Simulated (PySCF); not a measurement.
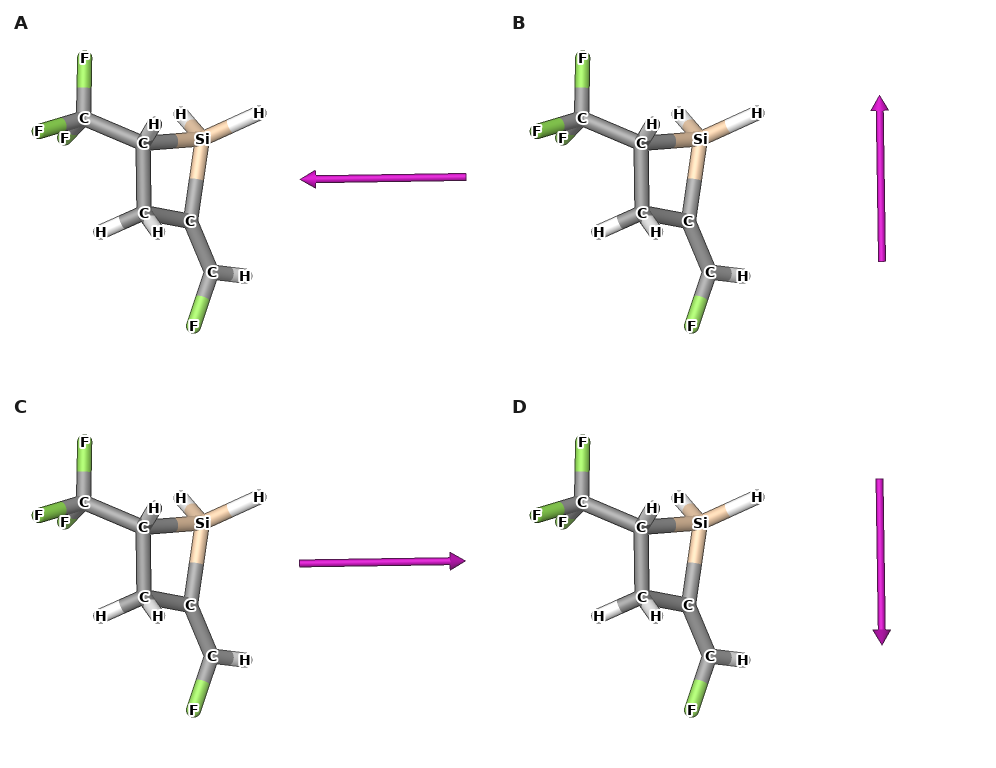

The same molecule four times, each with an arrow. Computed geometry: GFN2-xTB optimisation. No frequency run is at hand to confirm it as a minimum. Level of theory: PBE0/pcSseg-1, gas phase (PySCF 2.14.0).

Which arrow points along the dipole moment, from the negative to the positive end?

Answer. C. The dipole moment is 2.75 D.

The geometry is semi-empirical. Around Si such bond lengths and angles can be off by a tenth of an ångström or more and by several degrees, and values that hang on the shape move with them.
